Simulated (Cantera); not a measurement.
A closed system holds: 1 mol FeS, 6.5 mol H2, 33 mol N2, held at 13.3 mbar.

Equilibrium computed with Cantera from the NASA thermochemical tables; the gas is ideal and each condensed phase is pure. Candidate condensed phases: Fe, FeS, FeS2, S; 16 gas species. Metal and sulfide melt together well below either melting point, which pure phases cannot show. Mutual solubility and eutectic melting of coexisting phases are not modelled. FeS: taken at fixed stoichiometry. Gases not in the tables: S3 to S7. Equilibrium is a limit: real reactors are often held back by kinetics, nucleation or transport.

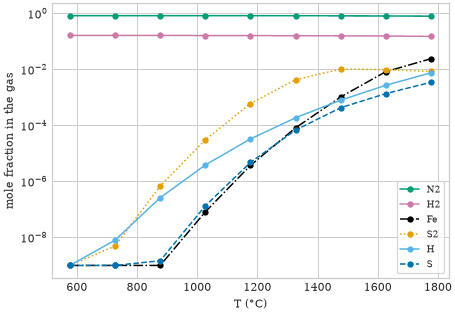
Fig. 1. Equilibrium gas composition (values under 1e-9 drawn at 1e-9)

Question: Read off the mole fractions at 1177 °C.

Answer: N2 about 0.83, H2 about 0.16, S2 about 0.00061, H about 3.3e-5, S about 4.8e-6, Fe about 3.7e-6.
